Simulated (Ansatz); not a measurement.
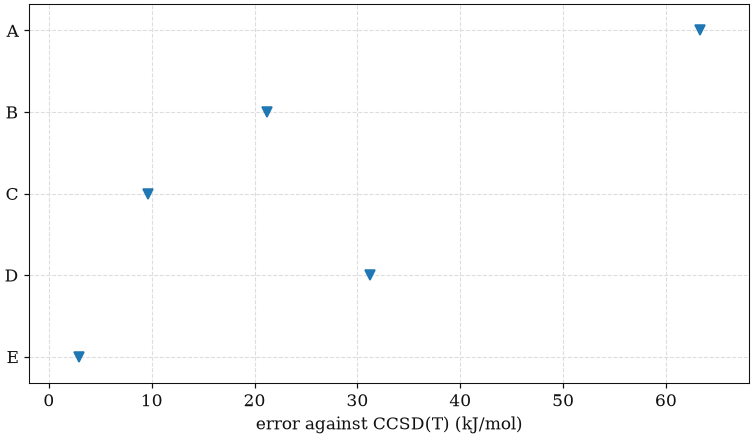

Error in the electronic atomisation energy (method less reference, so positive means overbinding) of C₃H₈BF, SMILES BC[C@H](C)F: functionals in def2-TZVPP against frozen-core CCSD(T) at the limit (MP2 extrapolated from triple and quadruple zeta, plus CCSD(T) less MP2 in a smaller set), which gives 4968.7 kJ/mol, at a PBE0-D4/def2-TZVP geometry (a minimum by its frequencies), no zero-point or spin-orbit term, the Ansatz code 0.2.0. The reference leaves out core correlation, a term that grows with the number of heavy atoms. PBE-QIDH holds a correlation term that converges slowly with the basis, so part of the distance to the limit is basis error. No dispersion term is added to PBE-QIDH. Limit means the basis limit.

The letters stand for MP2 limit, PBE-QIDH, r2SCAN-D4, r2SCANh-D4 and ωB97X-V. Which is which?

Answer. A: MP2 limit (63.3 kJ/mol); B: ωB97X-V (21.2 kJ/mol); C: r2SCANh-D4 (9.6 kJ/mol); D: r2SCAN-D4 (31.2 kJ/mol); E: PBE-QIDH (2.9 kJ/mol).

Caveats, for all or some of the runs: one conformer of a flexible molecule.
